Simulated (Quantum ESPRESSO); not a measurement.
# Cost against accuracy: K_POINTS for Si (Fd-3m, 2 atoms in the cell)

```xyz
2
Lattice="0.0000 2.7842 2.7842 2.7842 0.0000 2.7842 2.7842 2.7842 0.0000" Properties=species:S:1:pos:R:3 pbc="T T T"
Si     1.3921     1.3921     1.3921
Si     0.0000     0.0000     0.0000
```

Level of theory: PBE, PseudoDojo standard norm-conserving (PBE) pseudopotentials (plane waves; Quantum ESPRESSO).

Base settings: ecutwfc = 40 Ry; occupations = fixed; potentials = {Si: Si.upf}; K_POINTS = automatic 5 5 5 0 0 0; nbnd = 6; conv_thr = 1e-10 Ry; mixing_beta = 0.5.

Misses are taken against the tightest run, automatic 25 25 25 0 0 0, which need not be fully converged itself. The energy is the free energy per atom.

The count of work is k-points × plane waves × bands × iterations; it is no time, and leaves out set-up, grids and terms that scale otherwise. 

The starting cell comes from a database of computed structures (which also holds hypothetical and non-ambient phases and stackings), without a prior relaxation at this level. Its lattice was rescaled by a random factor within 2.5 % of one. In the base run, with a pressure of about -4 GPa the cell is away from its equilibrium volume at this level.

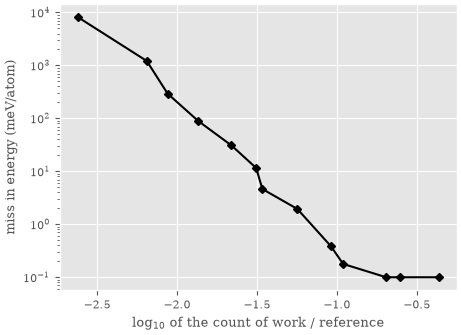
*Miss against the count of work; the reference run is not drawn, and misses under 0.1 meV/atom are drawn there.*

```
K_POINTS                  energy less reference (meV/atom)  pressure less reference (GPa)  count of work / reference
------------------------  --------------------------------  -----------------------------  -------------------------
automatic 1 1 1 0 0 0                              8154.92                          34.85                     0.0024
automatic 2 2 2 0 0 0                              1210.35                           6.31                     0.0065
automatic 3 3 3 0 0 0                               292.81                           1.48                     0.0087
automatic 4 4 4 0 0 0                                89.17                           0.42                      0.014
automatic 5 5 5 0 0 0                                30.75                           0.12                      0.022
automatic 6 6 6 0 0 0                                11.56                           0.03                      0.031
automatic 7 7 7 0 0 0                                 4.63                           0.00                      0.034
automatic 8 8 8 0 0 0                                 1.95                           0.00                      0.057
automatic 10 10 10 0 0 0                              0.38                           0.00                      0.092
automatic 11 11 11 0 0 0                              0.18                           0.00                       0.11
automatic 14 14 14 0 0 0                              0.02                           0.00                       0.20
automatic 16 16 16 0 0 0                              0.01                           0.00                       0.25
automatic 20 20 20 0 0 0                              0.00                           0.00                       0.44
automatic 25 25 25 0 0 0                              0.00                           0.00                        1.0
```

Coarsest setting among those run that, with all tighter ones, holds the energy within 1 meV/atom of the reference: automatic 10 10 10 0 0 0, off by 0.38 meV/atom; it needs 0.092 of the reference's count of work.

The step from automatic 4 4 4 0 0 0 to automatic 7 7 7 0 0 0: it takes the miss in the energy from 89 to 4.6 meV/atom, for 2.5 times the count of work.
